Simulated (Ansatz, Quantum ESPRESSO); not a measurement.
# DyAl3 (Pm-3m): zone-centre phonons

Aim: the zone-centre modes of DyAl3 (Pm-3m).

Calculated with Quantum ESPRESSO 7.5; DFT PBEsol, scalar-relativistic, plane waves, PseudoDojo norm-conserving, 4f in core pseudopotentials.

## 1. Set-up

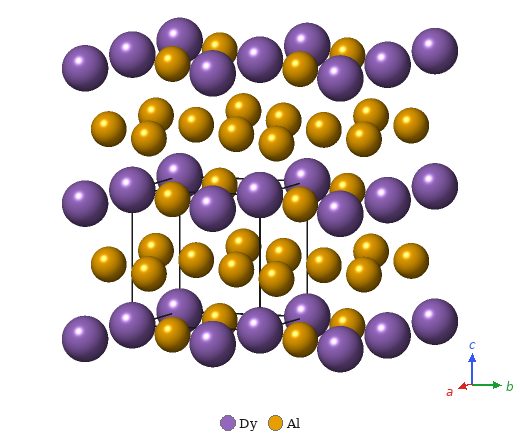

Start, viewed slightly off an axis; dysprosium purple, aluminium orange. 2×2×2 cells are drawn. Some periodic images of atoms are drawn too.

Structure file:

```cif
data_structure
_symmetry_space_group_name_H-M 'Pm-3m'
_symmetry_Int_Tables_number 221
_cell_length_a 4.2285
_cell_length_b 4.2285
_cell_length_c 4.2285
_cell_angle_alpha 90.000
_cell_angle_beta 90.000
_cell_angle_gamma 90.000
_cell_volume 75.61
loop_
_atom_site_label
_atom_site_type_symbol
_atom_site_symmetry_multiplicity
_atom_site_Wyckoff_symbol
_atom_site_fract_x
_atom_site_fract_y
_atom_site_fract_z
_atom_site_occupancy
Dy1 Dy 1 a 0.00000 0.00000 0.00000 1
Al1 Al 3 c 0.00000 0.50000 0.50000 1
```

## 2. A first look

A cheap run with smearing and empty bands tells whether the crystal has a gap, which decides between fixed occupations and smearing later on.

Input file probe.in:

```
&CONTROL
  calculation = 'scf'
  prefix      = 'x'
  outdir      = './tmp'
  pseudo_dir  = './pseudo'
  tprnfor     = .true.
  tstress     = .true.
  verbosity   = 'high'
/
&SYSTEM
  ibrav       = 1
  celldm(1)   = 7.99078729
  nat         = 4
  ntyp        = 2
  ecutwfc     = 38.0
  input_dft   = 'pbesol'
  occupations = 'smearing'
  smearing    = 'gaussian'
  degauss     = 0.01
/
&ELECTRONS
  conv_thr         = 1.0d-07
  mixing_beta      = 0.7
  electron_maxstep = 100
/
ATOMIC_SPECIES
 Dy    162.5000  Dy.upf
 Al     26.9815  Al.upf
ATOMIC_POSITIONS crystal
 Dy     0.000000000   0.000000000   0.000000000
 Al     0.000000000   0.500000000   0.500000000
 Al     0.500000000   0.000000000   0.500000000
 Al     0.500000000   0.500000000   0.000000000
K_POINTS automatic
 4 4 4 0 0 0
```

Command:

```sh
> OMP_NUM_THREADS=1 mpirun -n 4 pw.x -nk 4 -in probe.in > probe.out
```

The program printed:

```text
[banners, grids, parts of the stress and lines that vanish by symmetry left out]
Program PWSCF v.7.5
     IMPORTANT: XC functional enforced from input :
     Exchange-correlation= PBESOL
                           (   1   4  10   8   0   0   0)
[...]
kinetic-energy cutoff     =      38.0000  Ry
     charge density cutoff     =     152.0000  Ry
     scf convergence threshold =      1.0E-07
[...]
Exchange-correlation= PBESOL
                           (   1   4  10   8   0   0   0)
[...]
48 Sym. Ops., with inversion, found
[...]
(     0          1          0      )
                  (     0          0          1      )
[...]
(  0.0000000  1.0000000  0.0000000 )
                  (  0.0000000  0.0000000  1.0000000 )
[...]
(     0         -1          0      )
[...]
(     1          0          0      )
[...]
( -1.0000000  0.0000000  0.0000000 )
                  (  0.0000000  1.0000000  0.0000000 )
[...]
number of k points=    10  Gaussian smearing, width (Ry)=  0.0100
[...]
End of self-consistent calculation
[...]
the Fermi energy is     9.2871 ev
!    total energy              =    -100.65430471 Ry
[...]
convergence has been achieved in   8 iterations
[...]
atom    1 type  1   force =     0.00000000    0.00000000    0.00000000
     atom    2 type  2   force =     0.00000000    0.00000000    0.00000000
     atom    3 type  2   force =     0.00000000    0.00000000    0.00000000
     atom    4 type  2   force =     0.00000000    0.00000000    0.00000000
[...]
Total force =     0.000000     Total SCF correction =     0.000000
[...]
total   stress  (Ry/bohr**3)                   (kbar)     P=      -12.93
[...]
XML data file, charge density, pseudopotentials, collected wavefunctions

   JOB DONE.
```

The job ended after 1.8 s (4 MPI ranks of Arm Neoverse V2, shared host).

This step gave:

- volume per atom: 18.90 Å³
- pressure: -1.293 GPa
- gap on the k-mesh: 0 eV

No gap opens on this mesh, so smearing is kept; the start stands at -1.3 GPa.

## 3. Relaxation

Frequencies change by per cents with a per cent of volume, so the structure is first brought to rest at this level of theory.

Input file relax.in:

```
&CONTROL
  calculation   = 'vc-relax'
  prefix        = 'x'
  outdir        = './tmp'
  pseudo_dir    = './pseudo'
  tprnfor       = .true.
  tstress       = .true.
  forc_conv_thr = 2.0d-05
  etot_conv_thr = 1.0d-07
  nstep         = 40
/
&SYSTEM
  ibrav       = 1
  celldm(1)   = 7.99078729
  nat         = 4
  ntyp        = 2
  ecutwfc     = 38.0
  input_dft   = 'pbesol'
  occupations = 'smearing'
  smearing    = 'mv'
  degauss     = 0.02
/
&ELECTRONS
  conv_thr         = 1.0d-11
  mixing_beta      = 0.7
  electron_maxstep = 100
/
&IONS
/
&CELL
  press_conv_thr = 0.1
/
ATOMIC_SPECIES
 Dy    162.5000  Dy.upf
 Al     26.9815  Al.upf
ATOMIC_POSITIONS crystal
 Dy     0.000000000   0.000000000   0.000000000
 Al     0.000000000   0.500000000   0.500000000
 Al     0.500000000   0.000000000   0.500000000
 Al     0.500000000   0.500000000   0.000000000
K_POINTS automatic
 8 8 8 0 0 0
```

Command:

```sh
> OMP_NUM_THREADS=1 mpirun -n 4 pw.x -nk 4 -in relax.in > relax.out
```

The program printed:

```text
[banners, grids, parts of the stress and lines that vanish by symmetry left out]
[banner, memory and clock lines left out]
Program PWSCF v.7.5

[...]
Exchange-correlation= PBESOL
                           (   1   4  10   8   0   0   0)
[...]
kinetic-energy cutoff     =      38.0000  Ry
     charge density cutoff     =     152.0000  Ry
     scf convergence threshold =      1.0E-11
[...]
energy convergence thresh.=      1.0E-07
     force convergence thresh. =      2.0E-05
     press convergence thresh. =      1.0E-01
     Exchange-correlation= PBESOL
                           (   1   4  10   8   0   0   0)
[...]
48 Sym. Ops., with inversion, found
[...]
number of k points=    35  Marzari-Vanderbilt smearing, width (Ry)=  0.0200
[...]
End of self-consistent calculation
[...]
the Fermi energy is     9.3119 ev
!    total energy              =    -100.66391579 Ry
[...]
convergence has been achieved in  12 iterations
[...]
atom    1 type  1   force =     0.00000000    0.00000000    0.00000000
     atom    2 type  2   force =     0.00000000    0.00000000    0.00000000
     atom    3 type  2   force =     0.00000000    0.00000000    0.00000000
     atom    4 type  2   force =     0.00000000    0.00000000    0.00000000
     Total force =     0.000000     Total SCF correction =     0.000000
[...]
total   stress  (Ry/bohr**3)                   (kbar)     P=      -18.89
[...]
number of bfgs steps    =   0
[...]
CELL_PARAMETERS (alat=  7.99078729)
[...]
ATOMIC_POSITIONS (crystal)
Dy               0.0000000000        0.0000000000        0.0000000000
Al               0.0000000000        0.5000000000        0.5000000000
Al               0.5000000000        0.0000000000        0.5000000000
Al               0.5000000000        0.5000000000        0.0000000000
[...]
New effective cutoffs (rho, wfc):  152.45   38.24
[...]
End of self-consistent calculation
[...]
the Fermi energy is     9.4194 ev
!    total energy              =    -100.66441185 Ry
[...]
convergence has been achieved in   8 iterations
[...]
atom    1 type  1   force =     0.00000000    0.00000000    0.00000000
     atom    2 type  2   force =     0.00000000    0.00000000    0.00000000
     atom    3 type  2   force =     0.00000000    0.00000000    0.00000000
     atom    4 type  2   force =     0.00000000    0.00000000    0.00000000
     Total force =     0.000000     Total SCF correction =     0.000000
[...]
total   stress  (Ry/bohr**3)                   (kbar)     P=      -10.84
[...]
number of bfgs steps    =   1
[...]
CELL_PARAMETERS (alat=  7.99078729)
[...]
ATOMIC_POSITIONS (crystal)
[...]
New effective cutoffs (rho, wfc):  153.77   38.57
[...]
End of self-consistent calculation
[...]
the Fermi energy is     9.5634 ev
!    total energy              =    -100.66464409 Ry
[...]
convergence has been achieved in   9 iterations
[...]
atom    1 type  1   force =     0.00000000    0.00000000    0.00000000
     atom    2 type  2   force =     0.00000000    0.00000000    0.00000000
     atom    3 type  2   force =     0.00000000    0.00000000    0.00000000
     atom    4 type  2   force =     0.00000000    0.00000000    0.00000000
     Total force =     0.000000     Total SCF correction =     0.000000
[...]
total   stress  (Ry/bohr**3)                   (kbar)     P=        0.38
[...]
number of bfgs steps    =   2
[...]
CELL_PARAMETERS (alat=  7.99078729)
[...]
ATOMIC_POSITIONS (crystal)
[...]
New effective cutoffs (rho, wfc):  153.72   38.56
[...]
End of self-consistent calculation
[...]
the Fermi energy is     9.5585 ev
!    total energy              =    -100.66464437 Ry
[...]
convergence has been achieved in   6 iterations
[...]
atom    1 type  1   force =     0.00000000    0.00000000    0.00000000
     atom    2 type  2   force =     0.00000000    0.00000000    0.00000000
     atom    3 type  2   force =     0.00000000    0.00000000    0.00000000
     atom    4 type  2   force =     0.00000000    0.00000000    0.00000000
     Total force =     0.000000     Total SCF correction =     0.000000
[...]
total   stress  (Ry/bohr**3)                   (kbar)     P=       -0.01
[...]
number of bfgs steps    =   3
[...]
small trust_radius: resetting bfgs history
[...]
CELL_PARAMETERS (alat=  7.99078729)
[...]
ATOMIC_POSITIONS (crystal)
[...]
New effective cutoffs (rho, wfc):  153.72   38.56
[...]
End of self-consistent calculation
[...]
the Fermi energy is     9.5586 ev
!    total energy              =    -100.66464437 Ry
[...]
convergence has been achieved in   3 iterations
[...]
atom    1 type  1   force =     0.00000000    0.00000000    0.00000000
     atom    2 type  2   force =     0.00000000    0.00000000    0.00000000
     atom    3 type  2   force =     0.00000000    0.00000000    0.00000000
     atom    4 type  2   force =     0.00000000    0.00000000    0.00000000
     Total force =     0.000000     Total SCF correction =     0.000000
[...]
total   stress  (Ry/bohr**3)                   (kbar)     P=       -0.00
[...]
bfgs converged in   5 scf cycles and   4 bfgs steps
[...]
End of BFGS Geometry Optimization
     Final enthalpy           =    -100.6646443677 Ry
     File ./tmp/x.bfgs deleted, as requested
[...]
CELL_PARAMETERS (alat=  7.99078729)
[...]
ATOMIC_POSITIONS (crystal)
[...]
Al               0.5000000000        0.0000000000        0.5000000000
Al               0.5000000000        0.5000000000        0.0000000000
[...]
Final scf calculation at the relaxed structure.
[...]
kinetic-energy cutoff     =      38.0000  Ry
     charge density cutoff     =     152.0000  Ry
     scf convergence threshold =      1.0E-13
[...]
press convergence thresh. =      1.0E-01
     Exchange-correlation= PBESOL
                           (   1   4  10   8   0   0   0)
[...]
48 Sym. Ops., with inversion, found
[...]
number of k points=    35  Marzari-Vanderbilt smearing, width (Ry)=  0.0200
[...]
c_bands:  1 eigenvalues not converged
     c_bands:  1 eigenvalues not converged
     c_bands:  1 eigenvalues not converged
     c_bands:  2 eigenvalues not converged
[...]
End of self-consistent calculation
[...]
the Fermi energy is     9.5586 ev
!    total energy              =    -100.66413040 Ry
[...]
convergence has been achieved in  16 iterations
[...]
atom    1 type  1   force =     0.00000000    0.00000000    0.00000000
     atom    2 type  2   force =     0.00000000    0.00000000    0.00000000
     atom    3 type  2   force =     0.00000000    0.00000000    0.00000000
     atom    4 type  2   force =     0.00000000    0.00000000    0.00000000
     Total force =     0.000000     Total SCF correction =     0.000000
[...]
total   stress  (Ry/bohr**3)                   (kbar)     P=       -1.02
[...]
XML data file, charge density, pseudopotentials, collected wavefunctions
```

Elapsed: 18 s, on 4 MPI ranks.

Step by step:

```tsv
step	energy less that of the first step (eV)	largest force (eV/Å)	pressure (GPa)	volume (Å³)
1	0.0000	0.0000	-1.89	75.61
2	-0.0067	0.0000	-1.08	74.88
3	-0.0099	0.0000	0.04	73.93
4	-0.0099	0.0000	0.00	73.96
5	-0.0099	0.0000	0.00	73.96
6	-0.0029	0.0000	-0.10	73.96
```

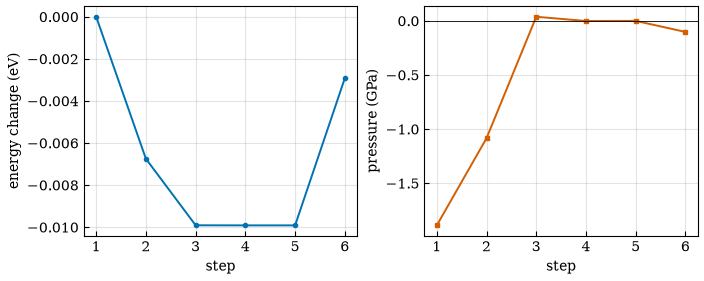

Energy and pressure along the relaxation.

```tsv
conventional cell, symmetrised	before	after	change
a (Å)	4.229	4.198	-0.7 %
b (Å)	4.229	4.198	-0.7 %
c (Å)	4.229	4.198	-0.7 %
volume (Å³/atom)	18.90	18.49	-2.2 %
```

Final coordinates:

```xyz
4
Lattice="4.1975 0.0000 0.0000 0.0000 4.1975 0.0000 0.0000 0.0000 4.1975" Properties=species:S:1:pos:R:3 pbc="T T T"
Dy    0.0000    0.0000    0.0000
Al    0.0000    2.0988    2.0988
Al    2.0988    0.0000    2.0988
Al    2.0988    2.0988    0.0000
```

The last row of the table of steps is pw.x's closing run on a basis chosen anew for the final cell, so its energy can jump.

Read from the output:

| Property | Result |
| --- | --- |
| volume per atom | 18.49 Å³ |
| pressure | -0.1020 GPa |

The volume changes by -2.2 % from the cell with which this run began.

## 4. Ground state

Perturbation theory inherits every error of the wavefunctions, so the threshold is set near the limit of the arithmetic. Smearing stays on, as the first look found no gap above 0.3 eV.

Input file scf.in:

```
&CONTROL
  calculation = 'scf'
  prefix      = 'x'
  outdir      = './tmp'
  pseudo_dir  = './pseudo'
  tprnfor     = .true.
  tstress     = .true.
/
&SYSTEM
  ibrav       = 1
  celldm(1)   = 7.93220722
  nat         = 4
  ntyp        = 2
  ecutwfc     = 38.0
  input_dft   = 'pbesol'
  occupations = 'smearing'
  smearing    = 'mv'
  degauss     = 0.02
/
&ELECTRONS
  conv_thr         = 1.0d-12
  mixing_beta      = 0.7
  electron_maxstep = 100
/
ATOMIC_SPECIES
 Dy    162.5000  Dy.upf
 Al     26.9815  Al.upf
ATOMIC_POSITIONS crystal
 Dy     0.000000000   0.000000000   0.000000000
 Al     0.000000000   0.500000000   0.500000000
 Al     0.500000000   0.000000000   0.500000000
 Al     0.500000000   0.500000000   0.000000000
K_POINTS automatic
 8 8 8 0 0 0
```

Command:

```sh
> OMP_NUM_THREADS=1 mpirun -n 4 pw.x -nk 4 -in scf.in > scf.out
```

The program printed:

```text
[banners, grids, parts of the stress and lines that vanish by symmetry left out]
[banner, memory and clock lines left out]
Program PWSCF v.7.5

[...]
Exchange-correlation= PBESOL
                           (   1   4  10   8   0   0   0)
[...]
kinetic-energy cutoff     =      38.0000  Ry
     charge density cutoff     =     152.0000  Ry
     scf convergence threshold =      1.0E-12
[...]
Exchange-correlation= PBESOL
                           (   1   4  10   8   0   0   0)
[...]
48 Sym. Ops., with inversion, found
[...]
number of k points=    35  Marzari-Vanderbilt smearing, width (Ry)=  0.0200
[...]
End of self-consistent calculation
[...]
the Fermi energy is     9.5586 ev
!    total energy              =    -100.66413040 Ry
[...]
convergence has been achieved in  13 iterations
[...]
atom    1 type  1   force =     0.00000000    0.00000000    0.00000000
     atom    2 type  2   force =     0.00000000    0.00000000    0.00000000
     atom    3 type  2   force =     0.00000000    0.00000000    0.00000000
     atom    4 type  2   force =     0.00000000    0.00000000    0.00000000
     Total force =     0.000000     Total SCF correction =     0.000000
[...]
total   stress  (Ry/bohr**3)                   (kbar)     P=       -1.02
[...]
XML data file, charge density, pseudopotentials, collected wavefunctions
```

The job ended after 4.7 s (4 MPI ranks).

The cell stands at -0.10 GPa, close enough for phonons.

[end of part 1 of 3]

[Host names and launcher messages were left out of these logs when they were recorded.]

[Logs are printed without paths, hosts, clocks, repeated set-up lines and the standing remarks that a program may print on its own settings, such as how far it seeks lower states.]

[Hosts, paths, dates, database ids (printed as entryN), source tags and the programs' standing remarks are cut or masked in the printed files.]
